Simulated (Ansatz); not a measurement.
# A hypothetical structure for LiAgBr3

Starting from a made-up structure for LiAgBr3, the aim is the relaxed cell, its shortest contacts and, where a second run follows, its electronic structure.

Main program and level: Ansatz 0.2.0; DFT, PBEsol, plane-wave PAW, files of the set soft_1, scalar-relativistic, no spin, cell and ions relaxed at zero pressure; PAW set soft_1, in the first sound run; inputs show where later runs differ.

**1. Set-up**

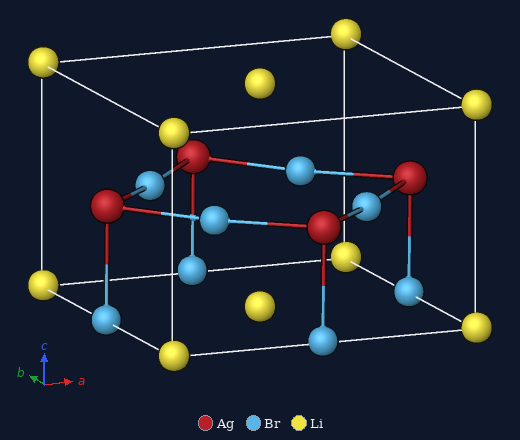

Start, viewed slightly off an axis; silver red, bromine blue, lithium yellow. This picture shows the conventional cell, with its axes. Some periodic images of atoms are drawn too.

**2. Relaxing cell and atoms**

The guess takes its coordinates from another compound and its volume from a rule, so the cell and any free coordinates are relaxed together.

input.yaml reads:

```yaml
crystal:
  lattice:
    - [3.653, -3.6045, 0.0]
    - [3.653, 3.6045, 0.0]
    - [-0.048696556, 0.0, 5.072766272]
  atoms:
    - { symbol: Ag, position: [0.5011, 0.5011, 0.5187] }
    - { symbol: Br, position: [0.5017, 0.9953, 0.5022] }
    - { symbol: Br, position: [0.4971, 0.4971, 0.0087] }
    - { symbol: Br, position: [0.9953, 0.5017, 0.5022] }
    - { symbol: Li, position: [0.0052, 0.0052, 0.005] }
kpoints:
  mp_grid: { grid: [5, 5, 5] }
scf:
  occupations: { method: fermi_dirac, width: 0.05 }
hamiltonian:
  xc: pbesol
  pseudopotentials: { kind: paw, azcp: { folder: soft_1 }, xc_functional: pbe }
relax:
  f_tol: 0.015
  max_steps: 70
  cell: {}
output:
  forces: true
  stress: true
```

On the command line:

```bash
ansatz run input.yaml --threads 4 --pin off --max-ram 8192MiB --backend cpu --events-out ev --progress --plain --runs-dir out
```

Numbers of over 12 decimals in the logs are rounded to 6 here.

Output:

```text
Engine: ansatz 0.2.0, x86_64-unknown-linux-gnu
Pseudopotentials: kind: paw
Pseudopotential: Ag, paw, valence charge 19, recommended cutoff 420 eV (normal), soft_1/Ag.paw.azcp
Pseudopotential: Br, paw, valence charge 7, recommended cutoff 420 eV (normal), soft_1/Br.paw.azcp
Pseudopotential: Li, paw, valence charge 3, recommended cutoff 420 eV (normal), soft_1/Li.paw.azcp
Functional definition: PBEsol
  exchange = pbesol_x
  correlation = pbesol_c
Crystal: 5 atoms, lattice volume = 133.589 Å³
Basis set: ecut = 420 eV, 2579 PW (Γ), exchange–correlation on 72×72×72 points (8 copies of the dense FFT grid, shifted against one another)
Bands: 27, of which v1, the nominal top of the filled ones, is band 22 counted from 1 (21 counted from 0)
Symmetry: 2 space group operations
Space group: Cm (ITA 8), of the structure as read, at distance tolerance 5.1e-5 Å
k-points: 39 of 125 (time reversal used)
Non-local potential: Ag, projectors of the file, l = 0: 3, l = 1: 2, l = 2: 2, l = 3: 1
Non-local potential: Br, projectors of the file, l = 0: 2, l = 1: 2, l = 2: 2
Non-local potential: Li, projectors of the file, l = 0: 3, l = 1: 2, l = 2: 1
PAW form: soft (Blöchl's): semilocal exchange-correlation on the pseudo side does not see the compensation charge
PAW frozen core: Ag, regenerated for the run's functional, and the local potential with it (the file was generated under x = pbe(κ = 0.804, μ = 0.219515), c = pbe(β = 0.066725))
PAW frozen core: Br, regenerated for the run's functional, and the local potential with it (the file was generated under x = pbe(κ = 0.804, μ = 0.219515), c = pbe(β = 0.066725))
PAW one-centre angular grid: Ag, 590 points (default); XC on 64 Gauss nodes
PAW one-centre angular grid: Br, 110 points (default); XC on 64 Gauss nodes
PAW one-centre angular grid: Li, 110 points (default); XC on 64 Gauss nodes
Initial density: superposition of atomic densities (chi_scale 0.1, normalization cell, long waves kept (reshape's long-wave potential 0.01 eV rms))
Initial wavefunctions: pseudopotential atomic-orbital guess
Functional: x = pbesol(κ = 0.804, μ = 0.123457), c = pbesol(β = 0.046)
SCF iter   1: F=—  HF=-15938.095071 eV  |F-HF|=—  |Δ(HF+E_count)|=         —  Δρ=4.56e-2  dr2=3.16e0  ethr=3.10e-3  ⟨swp⟩=7.3  Hψ=4908  notcnv=0
preconditioner: auto → Resta (q_TF=auto, 2.259 Å⁻¹)  ε∞=4.1  [insulator: Δε(μ)=0.666 eV  Ē_g=10.553 eV  σ=0.050 eV  W_gap=0.66  n_scr=26 (ndim 8)  ℏωp=18.5 eV  f_vac=0.004  D(μ)=2.83/eV (n_scr^D=18)  ε∞_Penn≈4.1]
SCF iter   2: F=—  HF=-15937.324168 eV  |F-HF|=—  |Δ(HF+E_count)|=   7.71e-1  Δρ=1.41e-2  dr2=1.79e-1  ethr=3.10e-3  ⟨swp⟩=3.0  Hψ=2451  notcnv=0  defer=29
preconditioner: auto → Kerker (q_TF=auto, 2.259 Å⁻¹)  [metal: Δε(μ)=0.007 eV  Ē_g=10.063 eV  σ=0.050 eV  W_gap=0.04  n_scr=26 (ndim 8)  ℏωp=18.5 eV  f_vac=0.006  D(μ)=2.01/eV (n_scr^D=6)]
SCF iter   3: F=—  HF=-15937.334329 eV  |F-HF|=—  |Δ(HF+E_count)|=   1.02e-2  Δρ=6.78e-3  dr2=6.59e-2  ethr=4.15e-4  ⟨swp⟩=2.0  Hψ=2291  notcnv=0  defer=39
SCF iter   4: F=—  HF=-15937.360224 eV  |F-HF|=—  |Δ(HF+E_count)|=   2.59e-2  Δρ=1.54e-3  dr2=1.33e-2  ethr=1.53e-4  ⟨swp⟩=2.8  Hψ=1968  notcnv=0  defer=39
SCF iter   5: F=—  HF=-15937.361843 eV  |F-HF|=—  |Δ(HF+E_count)|=   1.62e-3  Δρ=9.83e-4  dr2=3.96e-3  ethr=3.08e-5  ⟨swp⟩=2.3  Hψ=1548  notcnv=0  defer=39
SCF iter   6: F=—  HF=-15937.360999 eV  |F-HF|=—  |Δ(HF+E_count)|=   8.44e-4  Δρ=2.88e-4  dr2=2.60e-4  ethr=9.21e-6  ⟨swp⟩=2.0  Hψ=1605  notcnv=0  defer=39
SCF iter   7: F=—  HF=-15937.360941 eV  |F-HF|=—  |Δ(HF+E_count)|=   5.74e-5  Δρ=1.43e-4  dr2=4.13e-5  ethr=6.05e-7  ⟨swp⟩=2.2  Hψ=1585  notcnv=0  defer=39
SCF iter   8: F=—  HF=-15937.360924 eV  |F-HF|=—  |Δ(HF+E_count)|=   1.72e-5  Δρ=3.29e-5  dr2=1.75e-6  ethr=9.60e-8  ⟨swp⟩=2.0  Hψ=1698  notcnv=0  defer=39
SCF iter   9: F=—  HF=-15937.360926 eV  |F-HF|=—  |Δ(HF+E_count)|=   1.78e-6  Δρ=8.52e-6  dr2=1.73e-7  ethr=4.06e-9  ⟨swp⟩=2.0  Hψ=1626  notcnv=0  defer=39
SCF iter  10: F=-15937.360926 eV  HF=-15937.360926 eV  |F-HF|=1.72e-8  |Δ(HF+E_count)|=   3.76e-7  Δρ=3.22e-6  dr2=2.25e-8  ethr=2.33e-10  ⟨swp⟩=4.0  Hψ=3534  notcnv=0
SCF 1 converged in 10 iterations: F = -15937.360926 eV  dr2 = 2.25e-8
  greatest PAW one-centre occupation: 1.001 electrons in one spin orbital (limit 2), on the Ag atom at site 0 (counted from 0), in its partial waves of l = 0
relax step   1: F+E_penalty+E_count = -15937.36092624 eV  Δ(F+E_penalty+E_count) = +0.000e0 eV  max|allowed force component| = 5.475e-1 eV/Å  Δτ_max = 0.0000 Å  P = +3.011 GPa  Ω = 133.589 Å³  (10 SCF iters, dr2 threshold 1.00e-7 eV, accepted)
Crystal: 5 atoms, lattice volume = 143.775 Å³
Basis set: ecut = 420 eV, 2825 PW (Γ), exchange–correlation on 72×72×72 points (8 copies of the dense FFT grid, shifted against one another)
Initial density: handed on by an earlier stage of this run
Initial wavefunctions: those handed on with the density
iter 1 solved again at ethr=2.90e-5 eV; its pass at ethr=3.10e-3 eV (dr2=1.25e-2 eV) is discarded
SCF iter   1: F=—  HF=-15937.469569 eV  |F-HF|=—  |Δ(HF+E_count)|=         —  Δρ=2.93e-3  dr2=1.24e-2  ethr=2.90e-5  ⟨swp⟩=2.0  Hψ=5861  notcnv=0
preconditioner: auto → LDOS  [insulator: Δε(μ)=0.789 eV  Ē_g=9.823 eV  σ=0.050 eV  W_gap=0.54  n_scr=26 (ndim 8)  ℏωp=17.8 eV  f_vac=0.153  D(μ)=2.11/eV (n_scr^D=6)  ε∞_Penn≈4.3  β→1.0]
SCF iter   2: F=—  HF=-15937.471634 eV  |F-HF|=—  |Δ(HF+E_count)|=   2.06e-3  Δρ=2.38e-3  dr2=1.62e-2  ethr=2.88e-5  ⟨swp⟩=2.7  Hψ=2110  notcnv=0
SCF iter   3: F=—  HF=-15937.466334 eV  |F-HF|=—  |Δ(HF+E_count)|=   5.30e-3  Δρ=2.82e-4  dr2=1.06e-4  ethr=2.88e-5  ⟨swp⟩=2.0  Hψ=1711  notcnv=0
SCF iter   4: F=—  HF=-15937.466306 eV  |F-HF|=—  |Δ(HF+E_count)|=   2.88e-5  Δρ=6.54e-5  dr2=7.66e-6  ethr=2.47e-7  ⟨swp⟩=2.0  Hψ=1850  notcnv=0
SCF iter   5: F=—  HF=-15937.466304 eV  |F-HF|=—  |Δ(HF+E_count)|=   1.41e-6  Δρ=1.83e-5  dr2=7.67e-7  ethr=1.78e-8  ⟨swp⟩=2.0  Hψ=1642  notcnv=0
SCF iter   6: F=-15937.466304 eV  HF=-15937.466304 eV  |F-HF|=1.09e-7  |Δ(HF+E_count)|=   6.56e-8  Δρ=7.14e-6  dr2=1.31e-7  ethr=1.16e-9  ⟨swp⟩=4.0  Hψ=3532  notcnv=0
SCF 2 converged in 6 iterations: F = -15937.466304 eV  dr2 = 1.31e-7
relax step   2: F+E_penalty+E_count = -15937.46630404 eV  Δ(F+E_penalty+E_count) = -1.054e-1 eV  max|allowed force component| = 1.524e-1 eV/Å  Δτ_max = 0.0412 Å  P = -0.122 GPa  Ω = 143.775 Å³  energy of the carried Pulay correction = -1.280e-3 eV  (6 SCF iters, dr2 threshold 5.00e-7 eV, accepted)
Crystal: 5 atoms, lattice volume = 143.734 Å³
Basis set: ecut = 420 eV, 2821 PW (Γ), exchange–correlation on 72×72×72 points (8 copies of the dense FFT grid, shifted against one another)
iter 1 solved again at ethr=1.46e-5 eV; its pass at ethr=3.10e-3 eV (dr2=6.27e-3 eV) is discarded
SCF iter   1: F=—  HF=-15937.474807 eV  |F-HF|=—  |Δ(HF+E_count)|=         —  Δρ=2.46e-3  dr2=7.60e-3  ethr=1.46e-5  ⟨swp⟩=2.4  Hψ=5300  notcnv=0
preconditioner: auto → LDOS  [insulator: Δε(μ)=0.811 eV  Ē_g=9.819 eV  σ=0.050 eV  W_gap=0.57  n_scr=26 (ndim 8)  ℏωp=17.8 eV  f_vac=0.153  D(μ)=2.12/eV (n_scr^D=6)  ε∞_Penn≈4.3  β→1.0]
SCF iter   2: F=—  HF=-15937.478082 eV  |F-HF|=—  |Δ(HF+E_count)|=   3.27e-3  Δρ=1.83e-3  dr2=1.01e-2  ethr=1.46e-5  ⟨swp⟩=2.2  Hψ=2074  notcnv=0
SCF iter   3: F=—  HF=-15937.474775 eV  |F-HF|=—  |Δ(HF+E_count)|=   3.31e-3  Δρ=2.41e-4  dr2=4.15e-5  ethr=1.46e-5  ⟨swp⟩=2.1  Hψ=1717  notcnv=0
SCF iter   4: F=—  HF=-15937.474804 eV  |F-HF|=—  |Δ(HF+E_count)|=   2.85e-5  Δρ=4.66e-5  dr2=3.48e-6  ethr=9.65e-8  ⟨swp⟩=2.0  Hψ=1798  notcnv=0
SCF iter   5: F=-15937.474804 eV  HF=-15937.474804 eV  |F-HF|=1.03e-7  |Δ(HF+E_count)|=   2.00e-7  Δρ=6.68e-6  dr2=7.14e-8  ethr=1.16e-9  ⟨swp⟩=5.0  Hψ=3985  notcnv=0
SCF 3 converged in 5 iterations: F = -15937.474804 eV  dr2 = 7.14e-8
relax step   3: F+E_penalty+E_count = -15937.47480387 eV  Δ(F+E_penalty+E_count) = -8.500e-3 eV  max|allowed force component| = 1.027e-1 eV/Å  Δτ_max = 0.0606 Å  P = -0.116 GPa  Ω = 143.734 Å³  energy of the carried Pulay correction = -1.276e-3 eV  (5 SCF iters, dr2 threshold 5.00e-7 eV, accepted)
[... from here on, the SCF cycles and remarks between the steps are left out ...]
relax step   4: F+E_penalty+E_count = -15937.51638871 eV  Δ(F+E_penalty+E_count) = -4.158e-2 eV  max|allowed force component| = 2.506e-1 eV/Å  Δτ_max = 0.1957 Å  P = -0.073 GPa  Ω = 143.661 Å³  energy of the carried Pulay correction = -1.267e-3 eV  (6 SCF iters, dr2 threshold 5.00e-7 eV, accepted)
relax step   5: F+E_penalty+E_count = -15937.60137745 eV  Δ(F+E_penalty+E_count) = -8.499e-2 eV  max|allowed force component| = 3.822e-1 eV/Å  Δτ_max = 0.1966 Å  P = -0.016 GPa  Ω = 143.719 Å³  energy of the carried Pulay correction = -1.274e-3 eV  (6 SCF iters, dr2 threshold 5.00e-7 eV, accepted)
relax step   6: F+E_penalty+E_count = -15937.71873945 eV  Δ(F+E_penalty+E_count) = -1.174e-1 eV  max|allowed force component| = 4.337e-1 eV/Å  Δτ_max = 0.1967 Å  P = +0.120 GPa  Ω = 143.825 Å³  energy of the carried Pulay correction = -1.287e-3 eV  (7 SCF iters, dr2 threshold 5.00e-7 eV, accepted)
relax step   7: F+E_penalty+E_count = -15937.83434949 eV  Δ(F+E_penalty+E_count) = -1.156e-1 eV  max|allowed force component| = 3.082e-1 eV/Å  Δτ_max = 0.1965 Å  P = +0.375 GPa  Ω = 144.110 Å³  energy of the carried Pulay correction = -1.321e-3 eV  (7 SCF iters, dr2 threshold 5.00e-7 eV, accepted)
relax step   8: F+E_penalty+E_count = -15937.93719878 eV  Δ(F+E_penalty+E_count) = -1.028e-1 eV  max|allowed force component| = 2.583e-1 eV/Å  Δτ_max = 0.1953 Å  P = +0.519 GPa  Ω = 145.397 Å³  energy of the carried Pulay correction = -1.476e-3 eV  (7 SCF iters, dr2 threshold 5.00e-7 eV, accepted)
relax step   9: F+E_penalty+E_count = -15938.00663546 eV  Δ(F+E_penalty+E_count) = -6.944e-2 eV  max|allowed force component| = 1.355e-1 eV/Å  Δτ_max = 0.1954 Å  P = +0.461 GPa  Ω = 147.171 Å³  energy of the carried Pulay correction = -1.687e-3 eV  (7 SCF iters, dr2 threshold 5.00e-7 eV, accepted)
relax step  10: F+E_penalty+E_count = -15938.02832792 eV  Δ(F+E_penalty+E_count) = -2.169e-2 eV  max|allowed force component| = 1.666e-2 eV/Å  Δτ_max = 0.1327 Å  P = -0.220 GPa  Ω = 150.944 Å³  energy of the carried Pulay correction = -2.127e-3 eV  (7 SCF iters, dr2 threshold 5.00e-7 eV, accepted)
relax step  11: F+E_penalty+E_count = -15938.02957446 eV  Δ(F+E_penalty+E_count) = -1.247e-3 eV  max|allowed force component| = 2.374e-3 eV/Å  Δτ_max = 0.0200 Å  P = +0.017 GPa  Ω = 149.761 Å³  energy of the carried Pulay correction = -1.990e-3 eV  (6 SCF iters, dr2 threshold 1.55e-7 eV, accepted)
Initial wavefunctions: pseudopotential atomic-orbital guess (no wavefunctions were taken with the density)
iter 1 solved again at ethr=2.84e-7 eV; its pass at ethr=3.10e-3 eV (dr2=1.22e-4 eV) is discarded
SCF iter   1: F=—  HF=-15938.030593 eV  |F-HF|=—  |Δ(HF+E_count)|=         —  Δρ=1.67e-4  dr2=2.97e-6  ethr=2.84e-7  ⟨swp⟩=3.3  Hψ=8049  notcnv=0
preconditioner: auto → LDOS  [insulator: Δε(μ)=0.711 eV  Ē_g=10.522 eV  σ=0.050 eV  W_gap=0.52  n_scr=26 (ndim 8)  ℏωp=17.4 eV  f_vac=0.209  D(μ)=2.10/eV (n_scr^D=6)  ε∞_Penn≈3.7  β→1.0]
SCF iter   2: F=—  HF=-15938.031678 eV  |F-HF|=—  |Δ(HF+E_count)|=   1.09e-3  Δρ=2.50e-5  dr2=7.59e-7  ethr=6.91e-9  ⟨swp⟩=3.0  Hψ=2268  notcnv=0
SCF iter   3: F=—  HF=-15938.031679 eV  |F-HF|=—  |Δ(HF+E_count)|=   8.08e-7  Δρ=6.81e-6  dr2=5.70e-8  ethr=1.76e-9  ⟨swp⟩=2.0  Hψ=1892  notcnv=0
SCF iter   4: F=—  HF=-15938.031680 eV  |F-HF|=—  |Δ(HF+E_count)|=   9.74e-7  Δρ=2.30e-6  dr2=9.04e-9  ethr=1.33e-10  ⟨swp⟩=2.0  Hψ=1894  notcnv=0
SCF iter   5: F=—  HF=-15938.031680 eV  |F-HF|=—  |Δ(HF+E_count)|=   1.16e-8  Δρ=1.23e-6  dr2=2.71e-9  ethr=2.10e-11  ⟨swp⟩=2.0  Hψ=1412  notcnv=0
SCF iter   6: F=—  HF=-15938.031680 eV  |F-HF|=—  |Δ(HF+E_count)|=   5.32e-9  Δρ=5.36e-7  dr2=7.72e-10  ethr=6.30e-12  ⟨swp⟩=2.0  Hψ=1581  notcnv=0
SCF iter   7: F=-15938.031680 eV  HF=-15938.031680 eV  |F-HF|=2.73e-11  |Δ(HF+E_count)|=  8.00e-11  Δρ=9.06e-8  dr2=1.73e-11  ethr=1.00e-12  ⟨swp⟩=3.0  Hψ=4391  notcnv=0
SCF 12 converged in 7 iterations: F = -15938.031680 eV  dr2 = 1.73e-11
relax step  12: F+E_penalty+E_count = -15938.03168005 eV  Δ(F+E_penalty+E_count) = -2.106e-3 eV  max|allowed force component| = 2.257e-3 eV/Å  Δτ_max = 0.0000 Å  P = +0.023 GPa  Ω = 149.761 Å³  stress off target by 4.44e-2 GPa  SCF on the basis re-selected at this cell (its energy is not comparable with the rows above)  (7 SCF iters)
basis re-selected at this cell: Δ(F+E_penalty+E_count) = -2.106e-3 eV, ΔP = +0.006 GPa vs the last step (what re-selecting the basis moved, of the pressure what is left beyond the Pulay correction that the steps carried, after the strain that the cell walked since its last selection, with what the two solves' SCF thresholds leave and, on support functions, any second-order correction that the steps lacked; it is no m [...]
SCF converged after 7 iterations
Free energy (F): -15938.031680 eV
Harris-Foulkes:  -15938.031680 eV  (|F-HF|=2.73e-11)
Internal energy: -15938.015297 eV  (E = F + TS)
E sigma→0 (E₀):  -15938.023488 eV
Entropy (-TS):   -0.016383 eV (-3.277 meV/atom)
Fermi energy:    2.334538 eV
--- Per-component energies (eV) ---
  E_band       = -648.142635
  E_kinetic    = 876.632538
  E_local      = -5460.520038  (includes V_loc(G=0)·N_el)
  E_nonlocal   = 171.733216
  E_hartree    = 2416.472344
  E_xc         = -749.736425
  E_vxc        = -537.063800  (∫ρ·V_xc dr)
  E_paw        = -10717.324205  (= ΣΔE_a)
  E_vpaw       = -531.869515  (= ΣTr[D̂ρ^β])
  E_aug_tail   = 0.000618  (compensation charges beyond the density's cutoff)
  E_ewald      = -2475.872896
  E_core_change = 0.599553  (= ΣΔE_core)
  E_smearing   = -0.016383  (= −TS)
  E_closure    = -0.000000  (closes the sum)
  Σ components = -15938.031680   (vs F -15938.031680, Δ=0.00e0)
--- Forces (eV/Å), atoms counted from 1 ---
  atom   1  Ag     0.00225508     0.00000000     0.00110009
  atom   2  Br     0.00080381     0.00020358    -0.00132699
  atom   3  Br    -0.00225787     0.00000000     0.00080460
  atom   4  Br     0.00080381    -0.00020358    -0.00132699
  atom   5  Li    -0.00160775     0.00000000     0.00074708
  max |Σ_I F_I| component: 2.92e-6 eV/Å
--- Stress (GPa, compression-positive) ---
        0.013424       0.000000       0.011826
        0.000000       0.014877       0.000000
        0.011824       0.000000       0.039893
  P = ⅓ Tr σ = 0.0227 GPa (0.227 kbar)
--- Relaxed structure (11 steps of the walk, 11 accepted, 1 SCFs on fresh bases) ---
  F+E_penalty+E_count = -15938.03168005 eV   max|allowed force component| = 2.257e-3 eV/Å   (the final SCF, on the basis selected at the relaxed cell)
  cell:  # Å, volume = 149.7610 Å³
    - [3.828013, -3.686213, 0.112212]
    - [3.828013, 3.686213, 0.112212]
    - [0.104794, 0, 5.309654]
  atoms:
    - { symbol: Ag, position: [0.468602, 0.468602, 0.476345] }
    - { symbol: Br, position: [0.458733, 0.966989, 0.467157] }
    - { symbol: Br, position: [0.459843, 0.459843, -0.025296] }
    - { symbol: Br, position: [0.966989, 0.458733, 0.467157] }
    - { symbol: Li, position: [0.146233, 0.146233, 0.151438] }
```

Wall time 26 s (4 threads of Intel Xeon Platinum 8488C (Sapphire Rapids), shared host); peak memory 0.54 GiB.

This run has no spin polarisation although its electron count is odd.

The steps of the relaxation:

| step | energy less that of the first step (eV) | largest force component (eV/Å) | pressure (GPa) | volume (Å³) |
| --- | --- | --- | --- | --- |
| 1 | 0.0000 | 0.5475 | 3.01 | 133.59 |
| 2 | -0.1054 | 0.1524 | -0.12 | 143.77 |
| 3 | -0.1139 | 0.1027 | -0.12 | 143.73 |
| 4 | -0.1555 | 0.2506 | -0.07 | 143.66 |
| 5 | -0.2405 | 0.3822 | -0.02 | 143.72 |
| 6 | -0.3578 | 0.4337 | 0.12 | 143.83 |
| 7 | -0.4734 | 0.3082 | 0.37 | 144.11 |
| 8 | -0.5763 | 0.2583 | 0.52 | 145.40 |
| 9 | -0.6457 | 0.1355 | 0.46 | 147.17 |
| 10 | -0.6674 | 0.0167 | -0.22 | 150.94 |
| 11 | -0.6686 | 0.0024 | 0.02 | 149.76 |
| 12* | -0.6708 | 0.0023 | 0.02 | 149.76 |

Relaxation steps marked * repeat the geometry before them on a plane-wave basis chosen anew for their cell, so energy and pressure can jump there.

The run keeps the 2 symmetry operations that it works with, so distortions that break them were not tested.

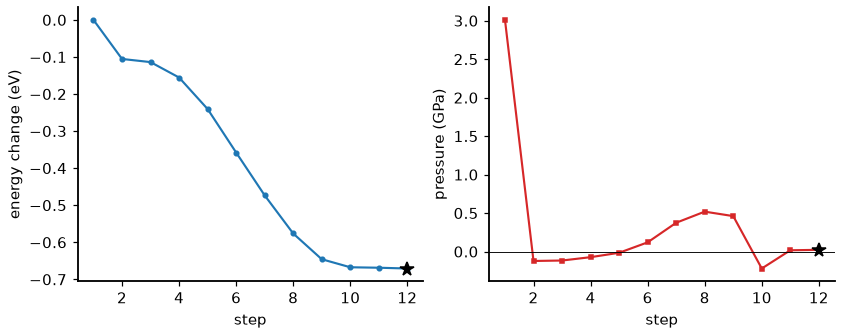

Energy and pressure along the relaxation. Stars mark steps on a basis chosen anew.

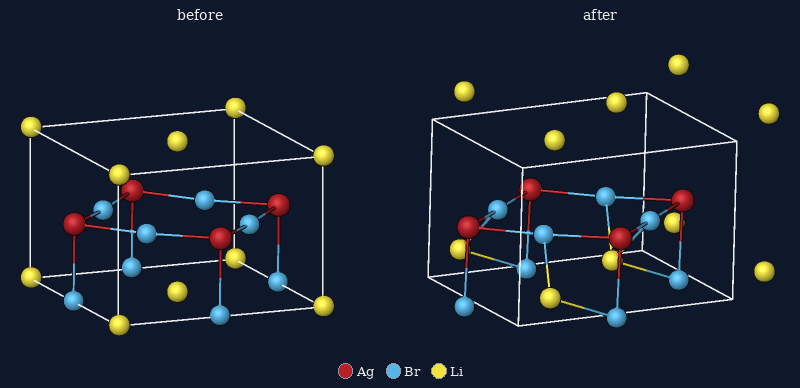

Before and after, at one scale. Bonds to atoms that aren't drawn are left out.

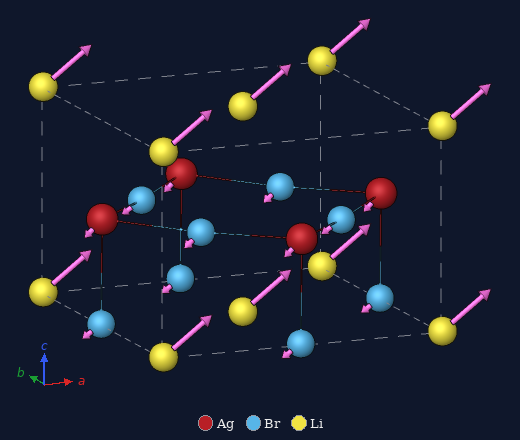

Displacements in the relaxation, scaled, measured against the changing cell; the longest in the cell stands for 1.36 Å. Some periodic images of atoms are drawn too.

| cell as run | before | after | change |
| --- | --- | --- | --- |
| a (Å) | 5.132 | 5.315 | +3.6 % |
| b (Å) | 5.132 | 5.315 | +3.6 % |
| c (Å) | 5.073 | 5.311 | +4.7 % |
| α (°) | 90.39 | 87.98 | -2.7 % |
| β (°) | 90.39 | 87.98 | -2.7 % |
| γ (°) | 89.23 | 87.81 | -1.6 % |
| volume (Å³/atom) | 26.72 | 29.95 | +12.1 % |

The atoms that moved most (Å, as changes of fractional coordinates times the final cell):

| atom | dx | dy | dz | length |
| --- | --- | --- | --- | --- |
| Li5 | 1.095 | 0.000 | 0.809 | 1.362 |
| Br3 | -0.289 | 0.000 | -0.189 | 0.345 |
| Ag1 | -0.253 | 0.000 | -0.232 | 0.344 |
| Br2 | -0.277 | 0.054 | -0.194 | 0.342 |
| Br4 | -0.277 | -0.054 | -0.194 | 0.342 |

The relaxed structure:

```xyz
5
Lattice="3.8280 -3.6862 0.1122 3.8280 3.6862 0.1122 0.1048 0.0000 5.3097" Properties=species:S:1:pos:R:3 pbc="T T T"
Ag    3.6375    0.0000    2.6344
Br    5.5066    1.8735    2.6404
Br    3.5179    0.0000   -0.0311
Br    5.5066   -1.8735    2.6404
Li    1.1354    0.0000    0.8369
```

This step gave:

* free energy: -15938.0317 eV
* energy at zero smearing: -15938.0235 eV
* smearing term TS: 0.01638 eV
* Fermi energy: 2.335 eV
* electrons: 43
* symmetry operations: 2
* pressure: 0.02273 GPa

The shortest distance of each pair, which need not be the same contact before and after:

| pair | guess (Å) | relaxed (Å) |
| --- | --- | --- |
| Br–Li | 3.573 | 2.536 |
| Ag–Br | 2.486 | 2.644 |
| Ag–Li | 4.368 | 3.081 |
| Br–Br | 3.558 | 3.625 |
| Ag–Ag | 5.073 | 5.311 |

The relaxation ends with a largest force component of 0.0023 eV/Å and a pressure of 0.02 GPa.

(Continued in part 2 of 2.)

[Logs are printed without paths, hosts, clocks, repeated set-up lines and the standing remarks that a program may print on its own settings, such as how far it seeks lower states.]

[Hosts, paths, dates, database ids (printed as entryN), source tags and the programs' standing remarks are cut or masked in the printed files.]
